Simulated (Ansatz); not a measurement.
# [BPH4]− (SMILES [BH2-]P): UCCSD/STO-3G

Aim: the vertical ionisation energy of [BPH4]− at UCCSD/STO-3G, from 2 runs. 

The calculation is run with Ansatz 0.2.0.

## Step 1: The molecule

[BPH4]− has 6 atoms, charge -1, and is taken as a doublet. As SMILES, `[BH2-]P`. The coordinates come from a GFN2-xTB relaxation.

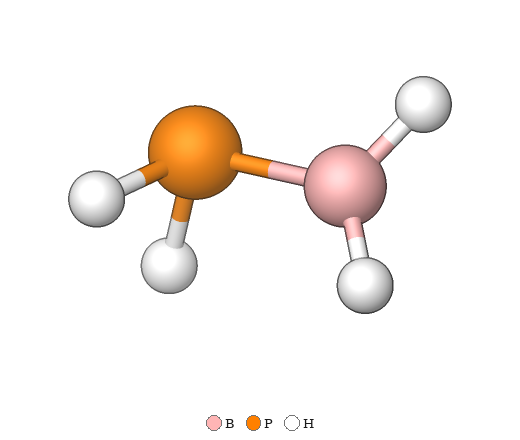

The structure, seen from a chosen angle (boron pink, phosphorus orange, hydrogen white).

## Step 2: The energy at UCCSD/STO-3G

molecule.yaml reads:

```yaml
crystal:
  periodic: [false, false, false]
  atoms:
    - symbol: B
      position_ang: [0.058330, -0.904490, -0.063420]
    - symbol: P
      position_ang: [0.594500, 0.859390, -0.069700]
    - symbol: H
      position_ang: [-1.074820, -1.226640, 0.137320]
    - symbol: H
      position_ang: [0.887520, -1.733390, -0.266300]
    - symbol: H
      position_ang: [-0.421990, 1.553630, -0.816460]
    - symbol: H
      position_ang: [-0.043540, 1.451500, 1.078550]
basis:
  gaussian: {orbitals: STO-3G}
total_charge: -1
magnetization: {spin_polarized: true, initial_magnetization: 1}
correlation: {method: ccsd, frozen_orbitals: {B: 1, H: 0, P: 5}}
accuracy: high
scf: {omitted_lower_state_checks: [cluster_reference, increment]}
```

Command:

```
$ ansatz run molecule.yaml --threads 1 --pin off --max-ram 2610MiB --events-out events.jsonl --progress --plain --runs-dir runs
```

What it wrote:

```text
Warning: RAYON_NUM_THREADS=1 ignored (pool sized by the plan → 1); use --threads N
Functional definition: HF
  name "HF"
  exchange = exact_x
  correlation = 0
these checks for a lower state are left out or cut short: cluster_reference, increment
313 factors; integrals over basis functions are off by at most 1.3e-8 eV
mean field evaluation 1: about -9887.4293 eV, gradient 8.5e0 eV
mean field evaluation 2: about -9887.4793 eV, gradient 8.5e0 eV
mean field evaluation 4: about -9888.4288 eV, gradient 9.1e-1 eV
mean field evaluation 8: about -9888.4465 eV, gradient 1.3e-2 eV
mean field -9888.44651064 eV, -363.3937066362 hartree, gradient 2.4e-8 eV, S^2 0.766998; 0 other end points of the search recorded, 0 dependent functions left out
6 core orbitals not correlated: weight in the atoms' cores, before any rotation towards them, 1.000 or more for the frozen orbitals, at most 0.000 for the correlated occupied ones
reference -9888.44651064 eV, -363.3937066362 hartree; 7, 6 occupied and 5, 6 virtual orbitals, 313 factors
second order -1.76910123 eV of doubles, -0.00000000 eV of singles
cycle   1  -2.28834284 eV  change   -5.2e-1 eV  update   6.0e-2
cycle   2  -2.57977921 eV  change   -2.9e-1 eV  update   2.6e-2
cycle   3  -2.59636740 eV  change   -1.7e-2 eV  update   6.9e-3
cycle   4  -2.60100619 eV  change   -4.6e-3 eV  update   2.3e-3
cycle   5  -2.60109463 eV  change   -8.8e-5 eV  update   7.3e-4
cycle   6  -2.60098592 eV  change    1.1e-4 eV  update   3.5e-4
cycle   7  -2.60117245 eV  change   -1.9e-4 eV  update   1.2e-4
cycle   8  -2.60114110 eV  change    3.1e-5 eV  update   4.5e-5
cycle   9  -2.60111138 eV  change    3.0e-5 eV  update   1.4e-5
cycle  10  -2.60111634 eV  change   -5.0e-6 eV  update   3.6e-6
cycle  11  -2.60111731 eV  change   -9.7e-7 eV  update   1.4e-6
cycle  12  -2.60111654 eV  change    7.7e-7 eV  update   4.7e-7
cycle  13  -2.60111590 eV  change    6.4e-7 eV  update   1.6e-7
cycle  14  -2.60111598 eV  change   -8.3e-8 eV  update   5.9e-8
cycle  15  -2.60111601 eV  change   -2.8e-8 eV  update   2.9e-8
cycle  16  -2.60111604 eV  change   -3.4e-8 eV  update   1.9e-8
cycle  17  -2.60111588 eV  change    1.7e-7 eV  update   5.5e-8
cycle  18  -2.60111582 eV  change    6.1e-8 eV  update   1.9e-8
cycle  19  -2.60111581 eV  change    2.9e-9 eV  update   5.7e-9
cycle  20  -2.60111581 eV  change    1.0e-9 eV  update   2.3e-9
cycle  21  -2.60111581 eV  change    1.1e-9 eV  update  9.1e-10
cycle  22  -2.60111581 eV  change   6.1e-10 eV  update  3.4e-10
Total energy: -9891.04762645 eV, -363.4892958791 hartree
Checks for a lower state left out: cluster_reference, increment
```

It took 0.3 s on 1 thread of Intel Xeon Platinum 8259CL at 2.50GHz (Skylake/Cascade Lake), shared host.

## Step 3: Singlet neutral BPH4 at the same level

in.yaml reads:

```yaml
crystal:
  periodic: [false, false, false]
  atoms:
    - {symbol: B, position_ang: [0.058330, -0.904490, -0.063420]}
    - {symbol: P, position_ang: [0.594500, 0.859390, -0.069700]}
    - {symbol: H, position_ang: [-1.074820, -1.226640, 0.137320]}
    - {symbol: H, position_ang: [0.887520, -1.733390, -0.266300]}
    - {symbol: H, position_ang: [-0.421990, 1.553630, -0.816460]}
    - {symbol: H, position_ang: [-0.043540, 1.451500, 1.078550]}
basis:
  gaussian: {orbitals: STO-3G}
correlation: {method: ccsd, frozen_orbitals: {B: 1, H: 0, P: 5}}
accuracy: high
scf: {omitted_lower_state_checks: [cluster_reference, increment]}
```

Command:

```
$ ansatz run in.yaml --threads 1 --pin off --max-ram 2610MiB --events-out events.jsonl --progress --plain --runs-dir runs
```

What it wrote:

```text
Warning: RAYON_NUM_THREADS=1 ignored (pool sized by the plan → 1); use --threads N
[... 4 set-up lines as earlier in the session ...]
these checks for a lower state are left out or cut short: cluster_reference, increment
313 factors; integrals over basis functions are off by at most 1.3e-8 eV
mean field evaluation 1: about -9892.1264 eV, gradient 1.2e1 eV
mean field evaluation 2: about -9892.1508 eV, gradient 1.2e1 eV
mean field evaluation 4: about -9892.8538 eV, gradient 5.9e-1 eV
mean field evaluation 8: about -9892.8556 eV, gradient 5.0e-7 eV
mean field -9892.85560262 eV, -363.5557377779 hartree, gradient 3.9e-8 eV, S^2 0.000000; 0 other end points of the search recorded, 0 dependent functions left out
6 core orbitals not correlated: weight in the atoms' cores, before any rotation towards them, 1.000 or more for the frozen orbitals, at most 0.000 for the correlated occupied ones
reference -9892.85560262 eV, -363.5557377779 hartree; 6, 6 occupied and 6, 6 virtual orbitals, 313 factors
second order -1.93151209 eV of doubles, -0.00000000 eV of singles
cycle   1  -2.47950776 eV  change   -5.5e-1 eV  update   6.1e-2
cycle   2  -2.76225731 eV  change   -2.8e-1 eV  update   2.4e-2
cycle   3  -2.77349256 eV  change   -1.1e-2 eV  update   5.0e-3
cycle   4  -2.77377207 eV  change   -2.8e-4 eV  update   2.0e-3
cycle   5  -2.77365810 eV  change    1.1e-4 eV  update   5.2e-4
cycle   6  -2.77343503 eV  change    2.2e-4 eV  update   1.2e-4
cycle   7  -2.77341922 eV  change    1.6e-5 eV  update   4.3e-5
cycle   8  -2.77343745 eV  change   -1.8e-5 eV  update   1.7e-5
cycle   9  -2.77342713 eV  change    1.0e-5 eV  update   9.0e-6
cycle  10  -2.77343004 eV  change   -2.9e-6 eV  update   4.3e-6
cycle  11  -2.77343021 eV  change   -1.7e-7 eV  update   1.2e-6
cycle  12  -2.77343099 eV  change   -7.8e-7 eV  update   3.5e-7
cycle  13  -2.77343065 eV  change    3.4e-7 eV  update   1.0e-7
cycle  14  -2.77343054 eV  change    1.1e-7 eV  update   2.9e-8
cycle  15  -2.77343051 eV  change    2.3e-8 eV  update   1.6e-8
cycle  16  -2.77343015 eV  change    3.7e-7 eV  update   7.0e-8
cycle  17  -2.77342999 eV  change    1.5e-7 eV  update   2.3e-8
cycle  18  -2.77342998 eV  change    1.1e-8 eV  update   4.5e-9
cycle  19  -2.77342998 eV  change   -1.2e-9 eV  update   1.5e-9
cycle  20  -2.77342998 eV  change  -7.3e-10 eV  update  5.3e-10
Total energy: -9895.62903261 eV, -363.6576594500 hartree
Checks for a lower state left out: cluster_reference, increment
```

It took 0.2 s on 1 thread of Intel Xeon Platinum 8259CL at 2.50GHz (Skylake/Cascade Lake), shared host.

## Step 4: What came out

Level: UCCSD/STO-3G, 6 core orbitals frozen.

| quantity | value |
| --- | --- |
| doublet [BPH4]−: total energy | -363.48930 Eh |
| doublet [BPH4]−: correlation energy (6 core orbitals frozen) | -95.6 mEh |
| doublet [BPH4]−: ⟨S²⟩ of the reference determinant | 0.767 |
| doublet [BPH4]−: T1 diagnostic | 0.009 |
| singlet neutral BPH4: total energy | -363.65766 Eh |
| singlet neutral BPH4: correlation energy (6 core orbitals frozen) | -101.9 mEh |
| singlet neutral BPH4: T1 diagnostic | 0.008 |
| vertical detachment energy (to the singlet neutral) | -4.581 eV |

What this shows: The species is unbound against losing an electron at this level, by 4.58 eV (−106 kcal/mol); missing correlation or diffuse functions can give that sign where the real anion is bound. Only the singlet of the ionised species was computed; a triplet could lie lower. In a minimal basis such a difference can be off by several eV, whatever the method.
